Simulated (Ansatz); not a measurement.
**CH6Sn (SMILES [CH3][SnH3]): B3LYP/def2-SVP (core potential)**

What is the energy change on altering one bond length of CH6Sn at B3LYP/def2-SVP (core potential)? 

Program for the calculation: Ansatz 0.2.0.

42 further runs of the same task are left out: 1 that didn't finish, 41 set aside as unsound or not needed.

## (1) The molecule

The species is CH6Sn (8 atoms), meant as a singlet with charge 0. As SMILES, `[CH3][SnH3]`. Geometry: relaxed at PBE0-D4/def2-TZVP.

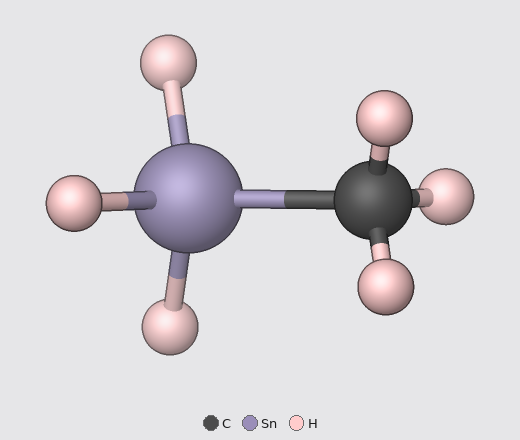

The structure, seen from a chosen angle (carbon dark grey, tin purple, hydrogen pink).

## (2) The energy at B3LYP/def2-SVP (core potential)

File in.yaml:

```yaml
crystal:
  periodic: [false, false, false]
  atoms:
    - symbol: C
      position_ang: [1.094500, 0.367400, -0.110600]
    - symbol: Sn
      position_ang: [-0.919400, -0.329100, 0.082100]
    - symbol: H
      position_ang: [1.300500, 0.627700, -1.148800]
    - symbol: H
      position_ang: [1.789300, -0.411200, 0.204000]
    - symbol: H
      position_ang: [1.244600, 1.249200, 0.512300]
    - symbol: H
      position_ang: [-2.012000, 0.886800, -0.417500]
    - symbol: H
      position_ang: [-1.156700, -1.716400, -0.887800]
    - symbol: H
      position_ang: [-1.248700, -0.731500, 1.710400]
basis:
  gaussian:
    orbitals: def2-SVP
hamiltonian:
  xc: {name: B3LYP}
accuracy: high
output:
  orbitals: {seedname: orbitals}
```

Command:

```
$ ansatz run in.yaml --threads 1 --pin off --max-ram 3480MiB --events-out events.jsonl --progress --plain --runs-dir runs
```

The program printed:

```text
Warning: RAYON_NUM_THREADS=1 ignored (pool sized by the plan → 1); use --threads N
Functional definition: B3LYP
  name "B3LYP"
  parameter a0 = 0.2
  parameter ax = 0.72
  parameter ac = 0.81
  exchange = (1 - a0 - ax)*slater_x + ax*b88_x + a0*exact_x
  correlation = (1 - ac)*vwn_rpa_c + ac*lyp_c
1743 factors; integrals over basis functions are off by at most 3.0e-9 eV
mean field evaluation 1: about -6961.3279 eV, gradient 4.6e1 eV
mean field evaluation 2: about -6956.6744 eV, gradient 5.8e1 eV
mean field evaluation 4: about -6966.6924 eV, gradient 9.3e-1 eV
mean field evaluation 8: about -6966.7684 eV, gradient 5.0e-2 eV
mean field evaluation 16: about -6966.7684 eV, gradient 1.4e-6 eV
mean field -6966.76840220 eV, -256.0240165355 hartree, gradient 7.1e-8 eV, S^2 0.000000; 0 other end points of the search recorded, 0 dependent functions left out
reference -6966.76844406 eV, -256.0240180741 hartree; 17, 17 occupied and 53, 53 virtual orbitals, 1743 factors
Total energy: -6966.76844406 eV, -256.0240180741 hartree
```

It took 4.5 s on 1 thread of Arm Neoverse V2, shared host; peak memory 0.21 GiB.

## (3) The distorted shape at the same level

File input.yaml:

```yaml
basis:
  gaussian:
    orbitals: def2-SVP
crystal:
  periodic: [false, false, false]
  atoms:
    - symbol: C
      position_ang: [1.063595, 0.328349, 0.045154]
    - symbol: Sn
      position_ang: [-0.950305, -0.368151, 0.237854]
    - symbol: H
      position_ang: [1.300500, 0.627700, -1.148800]
    - symbol: H
      position_ang: [1.758395, -0.450251, 0.359754]
    - symbol: H
      position_ang: [1.213695, 1.210149, 0.668054]
    - symbol: H
      position_ang: [-2.042905, 0.847749, -0.261746]
    - symbol: H
      position_ang: [-1.187605, -1.755451, -0.732046]
    - symbol: H
      position_ang: [-1.279605, -0.770551, 1.866154]
hamiltonian:
  xc: {name: B3LYP}
accuracy: high
output: {orbitals: {seedname: orbitals}}
```

Command:

```
$ ansatz run input.yaml --threads 1 --pin off --max-ram 3480MiB --events-out events.jsonl --progress --plain --runs-dir runs
```

The program printed:

```text
Warning: RAYON_NUM_THREADS=1 ignored (pool sized by the plan → 1); use --threads N
Functional definition: B3LYP
  name "B3LYP"
  parameter a0 = 0.2
  parameter ax = 0.72
  parameter ac = 0.81
  exchange = (1 - a0 - ax)*slater_x + ax*b88_x + a0*exact_x
  correlation = (1 - ac)*vwn_rpa_c + ac*lyp_c
1740 factors; integrals over basis functions are off by at most 3.3e-9 eV
mean field evaluation 1: about -6961.4133 eV, gradient 4.4e1 eV
mean field evaluation 2: about -6956.5110 eV, gradient 5.7e1 eV
mean field evaluation 4: about -6966.3992 eV, gradient 9.5e-1 eV
mean field evaluation 8: about -6966.4724 eV, gradient 4.6e-2 eV
mean field evaluation 16: about -6966.4724 eV, gradient 7.7e-7 eV
mean field -6966.47239793 eV, -256.0131385793 hartree, gradient 1.6e-8 eV, S^2 0.000000; 0 other end points of the search recorded, 0 dependent functions left out
reference -6966.47244022 eV, -256.0131401333 hartree; 17, 17 occupied and 53, 53 virtual orbitals, 1740 factors
Total energy: -6966.47244022 eV, -256.0131401333 hartree
```

Wall time 4.5 s (1 thread of Arm Neoverse V2, shared host); peak memory 0.21 GiB.

## (4) Outcome

At B3LYP/def2-SVP (core potential):

| quantity | value |
| --- | --- |
| first shape: total energy | -256.02402 Eh |
| first shape: HOMO energy | -8.14 eV |
| first shape: LUMO energy | 0.53 eV |
| first shape: HOMO–LUMO gap | 8.67 eV |
| distorted shape: total energy | -256.01314 Eh |
| distorted shape: HOMO energy | -8.14 eV |
| distorted shape: LUMO energy | 0.42 eV |
| distorted shape: HOMO–LUMO gap | 8.55 eV |
| energy change with the C1–H3 bond stretched from 1.090 to 1.253 Å | 0.296 eV |

**Reading.** With the C1–H3 bond stretched from 1.090 to 1.253 Å the energy rises by 0.30 eV (28.6 kJ/mol). The first shape isn't relaxed at this level, so the change isn't measured from a minimum.
